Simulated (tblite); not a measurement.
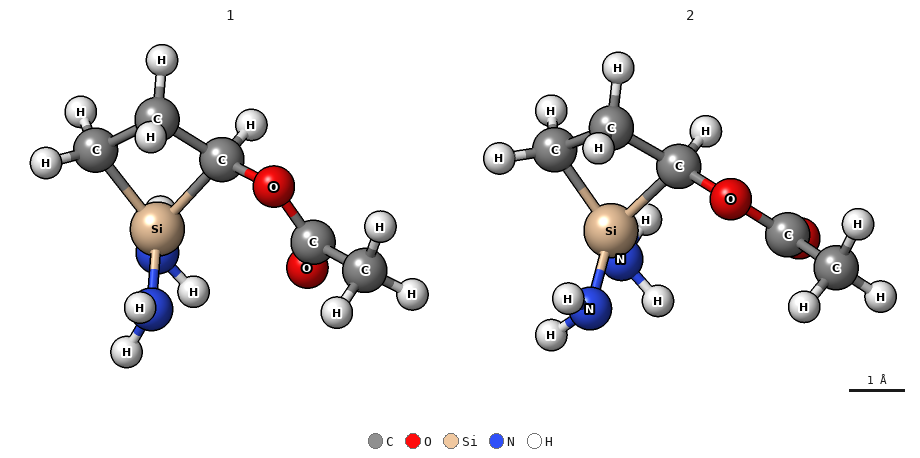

Two geometries of C₅H₁₂N₂O₂Si, drawn at one scale. One is the start of a relaxation, the other its converged end. Style: ball-and-stick. Shown from a free direction.

Method: GFN2-xTB geometry optimisation, gas phase in tblite 0.8.0. 

> Which of the two is the end point?

Structure 1 is the relaxed one. The atom that moves furthest after the best rigid fit is an O atom (0.82 Å). Largest moves by element: O 0.82 Å, H 0.72 Å, N 0.39 Å, C 0.33 Å, Si 0.16 Å. Among the contacts that change: C–Si 1.843 → 1.924 Å, N–Si 1.660 → 1.720 Å, C–Si 1.884 → 1.927 Å, C–C 1.570 → 1.531 Å. Among the angles between lasting bonds that change: Si–N–H 108.4° → 117.9°, Si–N–H 111.2° → 119.4°, Si–N–H 110.3° → 117.2°. Groups turn about C–C by about 30°, C–O by about 25°. After 125 geometry steps the energy has fallen by 70.6 kJ/mol.
